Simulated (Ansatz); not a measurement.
# SiGeH4 (singlet): PBE, r2SCAN, PBE0, B3LYP, wB97M-V, B2PLYP, RPA-PBE over vertical spin and charge gaps, cc-pVDZ

Aim: run SiGeH4 (singlet) with these functionals over vertical spin and charge gaps, and hold them against the top wave-function level at the same points.

Method: cc-pVDZ, all electrons in the functionals, frozen cores in the correlation of double hybrids and RPA; program: Ansatz 0.2.0, Gaussian basis.

Plan: PBE, r2SCAN, PBE0, B3LYP, wB97M-V, B2PLYP, RPA-PBE, at charge 0, singlet; charge 0, triplet; charge 1, doublet.

4 further runs of the same task are left out: 4 set aside as unsound or not needed.

## 1. What is computed

The geometry is a PBE0/def2-TZVP stationary point (not a proven minimum). No spin-orbit coupling is included. The filled d shell of Ge may be among the frozen orbitals whatever the setting's name suggests; the logs give the count.

6 atoms, charge 0, spin multiplicity 1.

Atoms are counted from 1 here; the program's logs count them from 0.

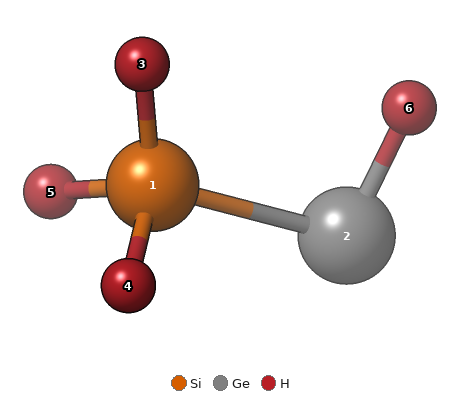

The structure; silicon orange, germanium grey, hydrogen red; atoms are numbered from 1 in the order of the file.

No dispersion term is added; wB97M-V holds VV10 nonlocal correlation. B3LYP takes the VWN-RPA correlation.

The geometry shown and the zero of energy belong to the point charge 0, singlet. The yardstick, UCCSDT(Q), and other wave-function levels (R restricted, U unrestricted, valence and pair active spaces) come from earlier runs.

## 2. PBE, charge 0, singlet

The input, in.yaml:

```yaml
crystal:
  periodic: [false, false, false]
  atoms:
    - {symbol: Si, position_ang: [0.000000, 0.027795, 1.712649]}
    - {symbol: Ge, position_ang: [0.000000, -0.030704, -0.744071]}
    - {symbol: H, position_ang: [0.000000, 1.348061, 2.400385]}
    - {symbol: H, position_ang: [1.197551, -0.733921, 2.178541]}
    - {symbol: H, position_ang: [-1.197551, -0.733921, 2.178541]}
    - {symbol: H, position_ang: [0.000000, 1.558094, -0.855589]}
basis:
  gaussian: {orbitals: cc-pVDZ}
magnetization: {spin_polarized: true, initial_magnetization: 0}
hamiltonian: {xc: {name: PBE}}
output: {orbitals: {seedname: orbitals}}
```

Run with:

```
ansatz run in.yaml --threads 1 --pin off --events-out ev --progress --plain --max-ram 4096MiB --backend cpu
```

The log of the run:

```text
Functional definition: PBE
  name "PBE"
  cite "Perdew, Burke & Ernzerhof, Phys. Rev. Lett. 77, 3865 (1996) doi:10.1103/PhysRevLett.77.3865"
  parent pbe
  parameter kappa = 0.804
  parameter beta = 0.06672455060314922
  exchange = pbe_x(kappa = kappa, mu = beta*pi^2/3)
  correlation = pbe_c(beta = beta)
845 factors; their error is unknown
mean field evaluation 1: about -64444.4724 eV, gradient 1.1e1 eV
mean field evaluation 2: about -64444.1028 eV, gradient 1.3e1 eV
mean field evaluation 4: about -64445.6606 eV, gradient 4.4e-1 eV
mean field evaluation 8: about -64445.6516 eV, gradient 6.1e-2 eV
mean field evaluation 16: about -64445.6516 eV, gradient 8.0e-5 eV
mean field -64445.65161552 eV, -2368.3340140389 hartree, gradient 1.0e-5 eV, S^2 0.000000; 1 other end points of the search recorded, 0 dependent functions left out
reference -64445.65165065 eV, -2368.3340153297 hartree; 25, 25 occupied and 40, 40 virtual orbitals, 845 factors
Total energy: -64445.65165065 eV, -2368.3340153297 hartree
```

It took 2.3 s on 1 thread of AMD EPYC 7R13, shared host.

From the report: ⟨S²⟩ of the determinant 0.000 (pure singlet: 0.00).

## 3. PBE, charge 0, triplet

in.yaml, as its differences from that of step 2:

```diff
@@ -11,3 +11,3 @@
   gaussian: {orbitals: cc-pVDZ}
-magnetization: {spin_polarized: true, initial_magnetization: 0}
+magnetization: {spin_polarized: true, initial_magnetization: 2}
 hamiltonian: {xc: {name: PBE}}
```

The command is unchanged.

The log of the run:

```text
Functional definition: PBE
  name "PBE"
  cite "Perdew, Burke & Ernzerhof, Phys. Rev. Lett. 77, 3865 (1996) doi:10.1103/PhysRevLett.77.3865"
  parent pbe
  parameter kappa = 0.804
  parameter beta = 0.06672455060314922
  exchange = pbe_x(kappa = kappa, mu = beta*pi^2/3)
  correlation = pbe_c(beta = beta)
845 factors; their error is unknown
mean field evaluation 1: about -64443.4278 eV, gradient 1.1e1 eV
mean field evaluation 2: about -64442.7730 eV, gradient 1.3e1 eV
mean field evaluation 4: about -64444.5345 eV, gradient 8.7e-1 eV
mean field evaluation 8: about -64444.5318 eV, gradient 2.6e-2 eV
mean field evaluation 16: about -64442.5301 eV, gradient 6.2e0 eV
mean field -64444.53179097 eV, -2368.2928612455 hartree, gradient 4.0e-5 eV, S^2 2.002739; 1 other end points of the search recorded, 0 dependent functions left out
reference -64444.53182741 eV, -2368.2928625848 hartree; 26, 24 occupied and 39, 41 virtual orbitals, 845 factors
Total energy: -64444.53182741 eV, -2368.2928625848 hartree
```

Wall time 2.4 s (1 thread of AMD EPYC 7R13, shared host).

From the report: ⟨S²⟩ of the determinant 2.003 (pure triplet: 2.00).

From charge 0, singlet: +25.8 kcal/mol.

## 4. PBE, charge 1, doublet

in.yaml, as its differences from that of step 3:

```diff
@@ -11,3 +11,4 @@
   gaussian: {orbitals: cc-pVDZ}
-magnetization: {spin_polarized: true, initial_magnetization: 2}
+total_charge: 1
+magnetization: {spin_polarized: true, initial_magnetization: 1}
 hamiltonian: {xc: {name: PBE}}
```

Same command.

The log of the run:

```text
Functional definition: PBE
  name "PBE"
  cite "Perdew, Burke & Ernzerhof, Phys. Rev. Lett. 77, 3865 (1996) doi:10.1103/PhysRevLett.77.3865"
  parent pbe
  parameter kappa = 0.804
  parameter beta = 0.06672455060314922
  exchange = pbe_x(kappa = kappa, mu = beta*pi^2/3)
  correlation = pbe_c(beta = beta)
845 factors; their error is unknown
mean field evaluation 1: about -64433.5463 eV, gradient 1.8e1 eV
mean field evaluation 2: about -64384.1675 eV, gradient 6.0e1 eV
mean field evaluation 4: about -64436.9002 eV, gradient 3.7e0 eV
mean field evaluation 8: about -64437.0242 eV, gradient 8.7e-2 eV
mean field evaluation 16: about -64437.0142 eV, gradient 3.4e-5 eV
mean field -64437.01424370 eV, -2368.0165964790 hartree, gradient 3.4e-5 eV, S^2 0.752743; 1 other end points of the search recorded, 0 dependent functions left out
reference -64437.01427881 eV, -2368.0165977691 hartree; 25, 24 occupied and 40, 41 virtual orbitals, 845 factors
Total energy: -64437.01427881 eV, -2368.0165977691 hartree
```

Wall time 2.6 s (1 thread of AMD EPYC 7R13, shared host).

From the report: ⟨S²⟩ of the determinant 0.753 (pure doublet: 0.75).

From charge 0, singlet: +199.2 kcal/mol.

## 5. r2SCAN, charge 0, singlet

in.yaml, as its differences from that of step 4:

```diff
@@ -11,5 +11,3 @@
   gaussian: {orbitals: cc-pVDZ}
-total_charge: 1
-magnetization: {spin_polarized: true, initial_magnetization: 1}
-hamiltonian: {xc: {name: PBE}}
-output: {orbitals: {seedname: orbitals}}
+magnetization: {spin_polarized: true, initial_magnetization: 0}
+hamiltonian: {xc: {name: r2SCAN}}
```

Same command.

The log of the run:

```text
Functional definition: r2SCAN
  name "r2SCAN"
  cite "Furness, Kaplan, Ning, Perdew & Sun, J. Phys. Chem. Lett. 11, 8208 (2020) doi:10.1021/acs.jpclett.0c02405"
  cite "Furness, Kaplan, Ning, Perdew & Sun, J. Phys. Chem. Lett. 11, 9248 (2020) doi:10.1021/acs.jpclett.0c03077"
  parent r2scan
  parameter k0 = 0.174
  parameter k1 = 0.065
  parameter a1 = 4.9479
  exchange = r2scan_x(k0 = k0, k1 = k1, a1 = a1)
  correlation = r2scan_c
845 factors; their error is unknown
mean field evaluation 1: about -64456.6029 eV, gradient 9.0e0 eV
mean field evaluation 2: about -64456.5902 eV, gradient 9.0e0 eV
mean field evaluation 4: about -64457.3417 eV, gradient 2.4e-1 eV
mean field evaluation 8: about -64457.3329 eV, gradient 6.4e-2 eV
mean field evaluation 16: about -64457.3329 eV, gradient 2.9e-5 eV
mean field -64457.33294578 eV, -2368.7632950078 hartree, gradient 2.6e-6 eV, S^2 0.000000; 1 other end points of the search recorded, 0 dependent functions left out
reference -64457.33295694 eV, -2368.7632954180 hartree; 25, 25 occupied and 40, 40 virtual orbitals, 845 factors
Total energy: -64457.33295694 eV, -2368.7632954180 hartree
```

Wall time 9 s (1 thread of AMD EPYC 7R13, shared host).

From the report: ⟨S²⟩ of the determinant 0.000 (pure singlet: 0.00).

## 6. r2SCAN, charge 0, triplet

in.yaml, as its differences from that of step 5:

```diff
@@ -11,3 +11,4 @@
   gaussian: {orbitals: cc-pVDZ}
-magnetization: {spin_polarized: true, initial_magnetization: 0}
+magnetization: {spin_polarized: true, initial_magnetization: 2}
 hamiltonian: {xc: {name: r2SCAN}}
+output: {forces: true}
```

Launched as before.

The log of the run (excerpt; [...] marks lines left out):

```text
Functional definition: r2SCAN
  name "r2SCAN"
  cite "Furness, Kaplan, Ning, Perdew & Sun, J. Phys. Chem. Lett. 11, 8208 (2020) doi:10.1021/acs.jpclett.0c02405"
  cite "Furness, Kaplan, Ning, Perdew & Sun, J. Phys. Chem. Lett. 11, 9248 (2020) doi:10.1021/acs.jpclett.0c03077"
  parent r2scan
[...]
845 factors; their error is unknown
[...]
mean field -64456.40713292 eV, -2368.7292720129 hartree, gradient 1.6e-5 eV, S^2 2.005980; 0 other end points of the search recorded, 0 dependent functions left out
[...]
reference -64456.40714451 eV, -2368.7292724389 hartree; 26, 24 occupied and 39, 41 virtual orbitals, 845 factors
Total energy: -64456.40714451 eV, -2368.7292724389 hartree
Atom 0 at     0.000000     0.027795     1.712649 Å, force     0.000000    -1.283100    -0.063697 eV/Å
Atom 1 at     0.000000    -0.030704    -0.744071 Å, force    -0.000000     1.320882     1.101981 eV/Å
Atom 2 at     0.000000     1.348061     2.400385 Å, force    -0.000000     0.368517    -0.384701 eV/Å
Atom 3 at     1.197551    -0.733921     2.178541 Å, force     0.113510    -0.011412     0.097037 eV/Å
Atom 4 at    -1.197551    -0.733921     2.178541 Å, force    -0.113510    -0.011412     0.097037 eV/Å
Atom 5 at     0.000000     1.558094    -0.855589 Å, force    -0.000000    -0.383477    -0.847655 eV/Å
Dipole moment:    -0.000000    -0.022543     0.031561 e Å
```

It took 5.5 s on 1 thread of AMD EPYC 7R13, shared host.

From the report: ⟨S²⟩ of the determinant 2.006 (pure triplet: 2.00).

From charge 0, singlet: +21.3 kcal/mol.

## 7. r2SCAN, charge 1, doublet

in.yaml, as its differences from that of step 6:

```diff
@@ -11,3 +11,4 @@
   gaussian: {orbitals: cc-pVDZ}
-magnetization: {spin_polarized: true, initial_magnetization: 2}
+total_charge: 1
+magnetization: {spin_polarized: true, initial_magnetization: 1}
 hamiltonian: {xc: {name: r2SCAN}}
```

Same command.

The log of the run (excerpt; [...] marks lines left out):

```text
Functional definition: r2SCAN
  name "r2SCAN"
  cite "Furness, Kaplan, Ning, Perdew & Sun, J. Phys. Chem. Lett. 11, 8208 (2020) doi:10.1021/acs.jpclett.0c02405"
  cite "Furness, Kaplan, Ning, Perdew & Sun, J. Phys. Chem. Lett. 11, 9248 (2020) doi:10.1021/acs.jpclett.0c03077"
  parent r2scan
[...]
845 factors; their error is unknown
[...]
mean field -64448.64441540 eV, -2368.4439974059 hartree, gradient 2.1e-5 eV, S^2 0.756766; 1 other end points of the search recorded, 0 dependent functions left out
[...]
reference -64448.64442712 eV, -2368.4439978363 hartree; 25, 24 occupied and 40, 41 virtual orbitals, 845 factors
Total energy: -64448.64442712 eV, -2368.4439978363 hartree
Atom 0 at     0.000000     0.027795     1.712649 Å, force    -0.000000    -1.016552     1.734896 eV/Å
Atom 1 at     0.000000    -0.030704    -0.744071 Å, force    -0.000000     1.082977     0.476122 eV/Å
Atom 2 at     0.000000     1.348061     2.400385 Å, force    -0.000000     0.483672    -0.673414 eV/Å
Atom 3 at     1.197551    -0.733921     2.178541 Å, force     0.172545    -0.102476    -0.378036 eV/Å
Atom 4 at    -1.197551    -0.733921     2.178541 Å, force    -0.172545    -0.102476    -0.378036 eV/Å
Atom 5 at     0.000000     1.558094    -0.855589 Å, force     0.000000    -0.345144    -0.781532 eV/Å
Dipole moment:     0.000000     0.026292    -0.068254 e Å
```

Wall time 7.5 s (1 thread of AMD EPYC 7R13, shared host).

From the report: ⟨S²⟩ of the determinant 0.757 (pure doublet: 0.75).

From charge 0, singlet: +200.4 kcal/mol.

## 8. PBE0, charge 0, singlet

in.yaml, as its differences from that of step 7:

```diff
@@ -11,5 +11,4 @@
   gaussian: {orbitals: cc-pVDZ}
-total_charge: 1
-magnetization: {spin_polarized: true, initial_magnetization: 1}
-hamiltonian: {xc: {name: r2SCAN}}
-output: {forces: true}
+magnetization: {spin_polarized: true, initial_magnetization: 0}
+hamiltonian: {xc: {name: PBE0}}
+output: {orbitals: {seedname: orbitals}}
```

The command is unchanged.

The log of the run:

```text
Functional definition: PBE0
  name "PBE0"
  cite "Adamo & Barone, J. Chem. Phys. 110, 6158 (1999) doi:10.1063/1.478522"
  cite "Perdew, Burke & Ernzerhof, Phys. Rev. Lett. 77, 3865 (1996) doi:10.1103/PhysRevLett.77.3865"
  parent pbe
  parameter a = 0.25
  parameter kappa = 0.804
  parameter beta = 0.06672455060314922
  exchange = (1 - a)*pbe_x(kappa = kappa, mu = beta*pi^2/3) + a*exact_x
  correlation = pbe_c(beta = beta)
682 factors; integrals over basis functions are off by at most 1.1e-3 eV
mean field evaluation 1: about -64447.4314 eV, gradient 7.7e0 eV
mean field evaluation 2: about -64447.6593 eV, gradient 6.0e0 eV
mean field evaluation 4: about -64447.9689 eV, gradient 8.1e-1 eV
mean field evaluation 8: about -64448.0137 eV, gradient 2.8e-2 eV
mean field evaluation 16: about -64448.0137 eV, gradient 5.4e-5 eV
mean field -64448.01373297 eV, -2368.4208202541 hartree, gradient 2.8e-6 eV, S^2 0.000000; 1 other end points of the search recorded, 0 dependent functions left out
reference -64448.01375942 eV, -2368.4208212259 hartree; 25, 25 occupied and 40, 40 virtual orbitals, 682 factors
Total energy: -64448.01375942 eV, -2368.4208212259 hartree
```

It took 3.5 s on 1 thread of AMD EPYC 7R13, shared host.

From the report: ⟨S²⟩ of the determinant 0.000 (pure singlet: 0.00).

## 9. PBE0, charge 0, triplet

in.yaml, as its differences from that of step 8:

```diff
@@ -11,4 +11,4 @@
   gaussian: {orbitals: cc-pVDZ}
-magnetization: {spin_polarized: true, initial_magnetization: 0}
+magnetization: {spin_polarized: true, initial_magnetization: 2}
 hamiltonian: {xc: {name: PBE0}}
-output: {orbitals: {seedname: orbitals}}
+output: {forces: true, orbitals: {seedname: orbitals}}
```

Launched as before.

The log of the run (excerpt; [...] marks lines left out):

```text
Functional definition: PBE0
  name "PBE0"
  cite "Adamo & Barone, J. Chem. Phys. 110, 6158 (1999) doi:10.1063/1.478522"
  cite "Perdew, Burke & Ernzerhof, Phys. Rev. Lett. 77, 3865 (1996) doi:10.1103/PhysRevLett.77.3865"
  parent pbe
[...]
682 factors; integrals over basis functions are off by at most 1.1e-3 eV
[...]
mean field -64446.95446847 eV, -2368.3818930017 hartree, gradient 1.7e-5 eV, S^2 2.004129; 0 other end points of the search recorded, 0 dependent functions left out
[...]
reference -64446.95449589 eV, -2368.3818940094 hartree; 26, 24 occupied and 39, 41 virtual orbitals, 682 factors
Total energy: -64446.95449589 eV, -2368.3818940094 hartree
Atom 0 at     0.000000     0.027795     1.712649 Å, force     0.000000    -1.281138    -0.036150 eV/Å
Atom 1 at     0.000000    -0.030704    -0.744071 Å, force     0.000000     1.272454     1.081760 eV/Å
Atom 2 at     0.000000     1.348061     2.400385 Å, force    -0.000000     0.383252    -0.375799 eV/Å
Atom 3 at     1.197551    -0.733921     2.178541 Å, force     0.132428    -0.018209     0.093053 eV/Å
Atom 4 at    -1.197551    -0.733921     2.178541 Å, force    -0.132428    -0.018209     0.093053 eV/Å
Atom 5 at     0.000000     1.558094    -0.855589 Å, force    -0.000000    -0.338151    -0.855916 eV/Å
Dipole moment:     0.000000    -0.025949     0.025894 e Å
```

Wall time 3.3 s (1 thread of AMD EPYC 7R13, shared host).

From the report: ⟨S²⟩ of the determinant 2.004 (pure triplet: 2.00).

From charge 0, singlet: +24.4 kcal/mol.

## 10. PBE0, charge 1, doublet

in.yaml, as its differences from that of step 9:

```diff
@@ -11,3 +11,4 @@
   gaussian: {orbitals: cc-pVDZ}
-magnetization: {spin_polarized: true, initial_magnetization: 2}
+total_charge: 1
+magnetization: {spin_polarized: true, initial_magnetization: 1}
 hamiltonian: {xc: {name: PBE0}}
```

The command is unchanged.

The log of the run (excerpt; [...] marks lines left out):

```text
Functional definition: PBE0
  name "PBE0"
  cite "Adamo & Barone, J. Chem. Phys. 110, 6158 (1999) doi:10.1063/1.478522"
  cite "Perdew, Burke & Ernzerhof, Phys. Rev. Lett. 77, 3865 (1996) doi:10.1103/PhysRevLett.77.3865"
  parent pbe
[...]
682 factors; integrals over basis functions are off by at most 1.1e-3 eV
[...]
mean field -64439.31792057 eV, -2368.1012550425 hartree, gradient 1.2e-5 eV, S^2 0.755345; 0 other end points of the search recorded, 0 dependent functions left out
[...]
reference -64439.31794687 eV, -2368.1012560091 hartree; 25, 24 occupied and 40, 41 virtual orbitals, 682 factors
Total energy: -64439.31794687 eV, -2368.1012560091 hartree
Atom 0 at     0.000000     0.027795     1.712649 Å, force     0.000000    -1.057888     1.855577 eV/Å
Atom 1 at     0.000000    -0.030704    -0.744071 Å, force     0.000000     1.041206     0.397519 eV/Å
Atom 2 at     0.000000     1.348061     2.400385 Å, force    -0.000000     0.504434    -0.675123 eV/Å
Atom 3 at     1.197551    -0.733921     2.178541 Å, force     0.191180    -0.093274    -0.393756 eV/Å
Atom 4 at    -1.197551    -0.733921     2.178541 Å, force    -0.191180    -0.093274    -0.393756 eV/Å
Atom 5 at     0.000000     1.558094    -0.855589 Å, force    -0.000000    -0.301204    -0.790462 eV/Å
Dipole moment:    -0.000000     0.027155    -0.090465 e Å
```

It took 3.2 s on 1 thread of AMD EPYC 7R13, shared host.

From the report: ⟨S²⟩ of the determinant 0.755 (pure doublet: 0.75).

From charge 0, singlet: +200.5 kcal/mol.

Orbitals, density, ELF and potential are computed afterwards from the orbital file.

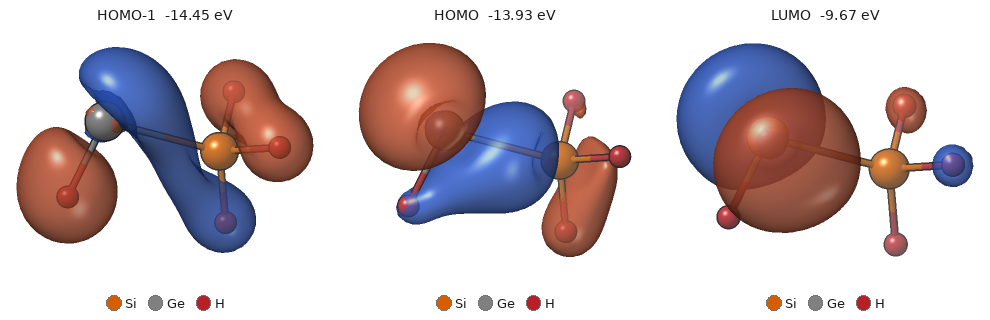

Frontier orbitals at PBE0/cc-pVDZ (alpha spin); each surface holds 70 % of the orbital's density, blue and red mark the sign.

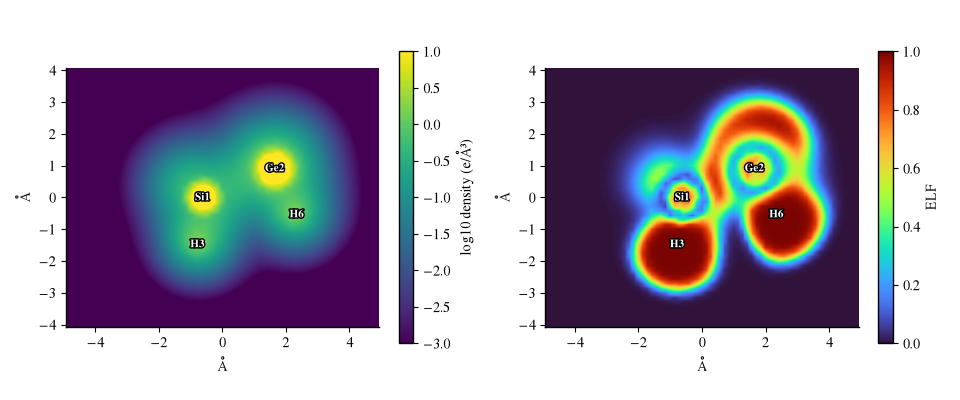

Density (left) and ELF (right) in a plane through or near 4 of the atoms.

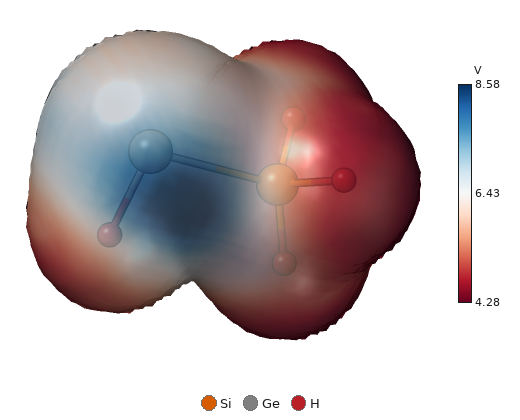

Electrostatic potential on the surface of density 0.002 e/bohr³; red is low, blue high. It runs, from the 1st to the 99th percentile, from 4.28 to 8.58 V.

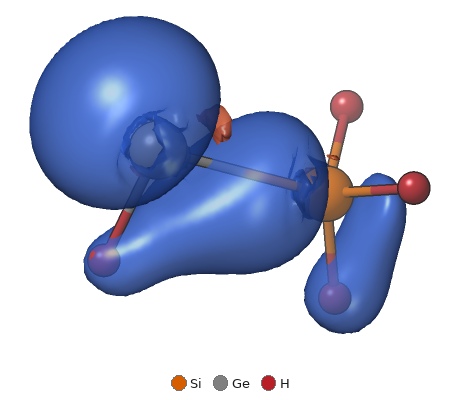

Spin density at ±0.02 e/Å³ (alpha excess blue, beta excess red).

## 11. B3LYP, charge 0, singlet

in.yaml, as its differences from that of step 10:

```diff
@@ -11,5 +11,3 @@
   gaussian: {orbitals: cc-pVDZ}
-total_charge: 1
-magnetization: {spin_polarized: true, initial_magnetization: 1}
-hamiltonian: {xc: {name: PBE0}}
-output: {forces: true, orbitals: {seedname: orbitals}}
+magnetization: {spin_polarized: true, initial_magnetization: 0}
+hamiltonian: {xc: {name: B3LYP}}
```

Launched as before.

The log of the run (excerpt; [...] marks lines left out):

```text
Functional definition: B3LYP
  name "B3LYP"
  cite "Stephens, Devlin, Chabalowski & Frisch, J. Phys. Chem. 98, 11623 (1994) doi:10.1021/j100096a001"
  cite "Becke, Phys. Rev. A 38, 3098 (1988) doi:10.1103/PhysRevA.38.3098"
  cite "Lee, Yang & Parr, Phys. Rev. B 37, 785 (1988) doi:10.1103/PhysRevB.37.785"
  cite "Vosko, Wilk & Nusair, Can. J. Phys. 58, 1200 (1980) doi:10.1139/p80-159"
[...]
682 factors; integrals over basis functions are off by at most 1.1e-3 eV
[...]
mean field -64460.58139803 eV, -2368.8826734262 hartree, gradient 2.1e-5 eV, S^2 0.000000; 1 other end points of the search recorded, 0 dependent functions left out
reference -64460.58164345 eV, -2368.8826824454 hartree; 25, 25 occupied and 40, 40 virtual orbitals, 682 factors
Total energy: -64460.58164345 eV, -2368.8826824454 hartree
```

Run time: 3 s. Hardware: 1 thread of AMD EPYC 7R13, shared host.

From the report: ⟨S²⟩ of the determinant 0.000 (pure singlet: 0.00).

## 12. B3LYP, charge 0, triplet

in.yaml, as its differences from that of step 11:

```diff
@@ -11,3 +11,3 @@
   gaussian: {orbitals: cc-pVDZ}
-magnetization: {spin_polarized: true, initial_magnetization: 0}
+magnetization: {spin_polarized: true, initial_magnetization: 2}
 hamiltonian: {xc: {name: B3LYP}}
```

The command is unchanged.

The log of the run (excerpt; [...] marks lines left out):

```text
Functional definition: B3LYP
  name "B3LYP"
  cite "Stephens, Devlin, Chabalowski & Frisch, J. Phys. Chem. 98, 11623 (1994) doi:10.1021/j100096a001"
  cite "Becke, Phys. Rev. A 38, 3098 (1988) doi:10.1103/PhysRevA.38.3098"
  cite "Lee, Yang & Parr, Phys. Rev. B 37, 785 (1988) doi:10.1103/PhysRevB.37.785"
  cite "Vosko, Wilk & Nusair, Can. J. Phys. 58, 1200 (1980) doi:10.1139/p80-159"
[...]
682 factors; integrals over basis functions are off by at most 1.1e-3 eV
[...]
mean field -64459.35486384 eV, -2368.8375991260 hartree, gradient 5.5e-5 eV, S^2 2.002859; 0 other end points of the search recorded, 0 dependent functions left out
reference -64459.35510610 eV, -2368.8376080290 hartree; 26, 24 occupied and 39, 41 virtual orbitals, 682 factors
Total energy: -64459.35510610 eV, -2368.8376080290 hartree
```

It took 2.8 s on 1 thread of AMD EPYC 7R13, shared host.

From the report: ⟨S²⟩ of the determinant 2.003 (pure triplet: 2.00).

From charge 0, singlet: +28.3 kcal/mol.

## 13. B3LYP, charge 1, doublet

in.yaml, as its differences from that of step 12:

```diff
@@ -11,3 +11,4 @@
   gaussian: {orbitals: cc-pVDZ}
-magnetization: {spin_polarized: true, initial_magnetization: 2}
+total_charge: 1
+magnetization: {spin_polarized: true, initial_magnetization: 1}
 hamiltonian: {xc: {name: B3LYP}}
```

The command is unchanged.

The log of the run (excerpt; [...] marks lines left out):

```text
Functional definition: B3LYP
  name "B3LYP"
  cite "Stephens, Devlin, Chabalowski & Frisch, J. Phys. Chem. 98, 11623 (1994) doi:10.1021/j100096a001"
  cite "Becke, Phys. Rev. A 38, 3098 (1988) doi:10.1103/PhysRevA.38.3098"
  cite "Lee, Yang & Parr, Phys. Rev. B 37, 785 (1988) doi:10.1103/PhysRevB.37.785"
  cite "Vosko, Wilk & Nusair, Can. J. Phys. 58, 1200 (1980) doi:10.1139/p80-159"
[...]
682 factors; integrals over basis functions are off by at most 1.1e-3 eV
[...]
mean field -64451.83064254 eV, -2368.5610890933 hartree, gradient 1.1e-5 eV, S^2 0.753843; 0 other end points of the search recorded, 0 dependent functions left out
reference -64451.83087604 eV, -2368.5610976744 hartree; 25, 24 occupied and 40, 41 virtual orbitals, 682 factors
Total energy: -64451.83087604 eV, -2368.5610976744 hartree
```

Wall time 2.7 s (1 thread of AMD EPYC 7R13, shared host).

From the report: ⟨S²⟩ of the determinant 0.754 (pure doublet: 0.75).

From charge 0, singlet: +201.8 kcal/mol.

(Part 1 of 2 ends here.)
